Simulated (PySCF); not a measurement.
```xyz
17

N     2.4499    2.2526   -0.7640
C     1.4653    1.8521   -0.3355
C     0.2509    1.3134    0.1576
C    -0.9632    1.9572   -0.3445
O    -2.0773    1.6739    0.0381
Si   -0.0057   -0.5757   -0.4425
Si    1.9926   -1.6155    0.1568
Si   -2.1232   -1.0390    0.4444
H     0.2558    1.2481    1.2457
H    -0.8166    2.6841   -1.1629
H    -0.0406   -0.3961   -1.9119
H     3.1961   -1.0846   -0.4808
H     2.1987   -1.5271    1.6074
H     1.8905   -3.0359   -0.1829
H    -2.2446   -0.5562    1.8198
H    -3.2621   -0.6284   -0.3673
H    -2.1735   -2.5111    0.5125
```

Geometry: GFN2-xTB.

Level of theory: PBE0/pcSseg-1, SCF density, gas phase, non-relativistic in PySCF.

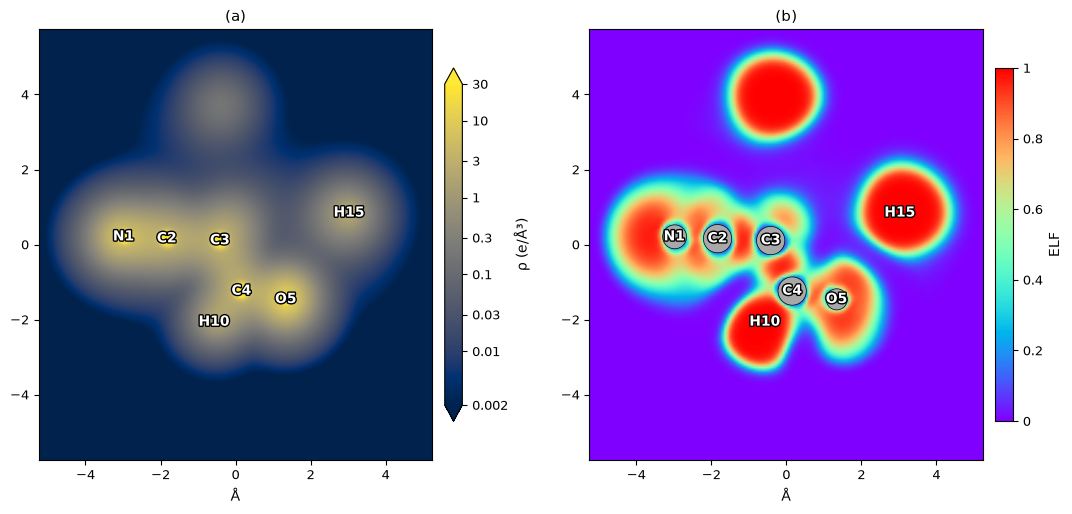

C$_{3}$H$_{9}$NOSi$_{3}$. (a) electron density; (b) ELF on the plane of atoms C2, C3 and C4. Grey discs cover the atomic cores in the ELF map.

### Interpret the plot.

Atoms in the plane: N, C, O and H.
C–N (1.15 Å): ρ at the midpoint is about 3.5 e/Å³; the ELF peaks at about 0.85 between the atoms: a short, multiple covalent bond.
C–O (1.21 Å): the density is about 3.3 e/Å³ at the midpoint; the ELF peaks at about 0.85 between the atoms (a short, multiple covalent bond).
C–C (1.42 Å): ρ is about 1.9 e/Å³ halfway; the ELF peaks at about 0.95 between the atoms; localised, covalent bonding.
C–H (1.10 Å): ρ at the midpoint is about 2 e/Å³; the ELF climbs to about 1 towards the hydrogen, as it does in any bond to H: a covalent bond by its length.
C–C (1.46 Å): ρ at the midpoint is about 1.9 e/Å³; the ELF peaks at about 0.95 between the atoms; a shared electron pair.
The ELF also peaks beside O5 and N1, away from the bonds: lone-pair regions.
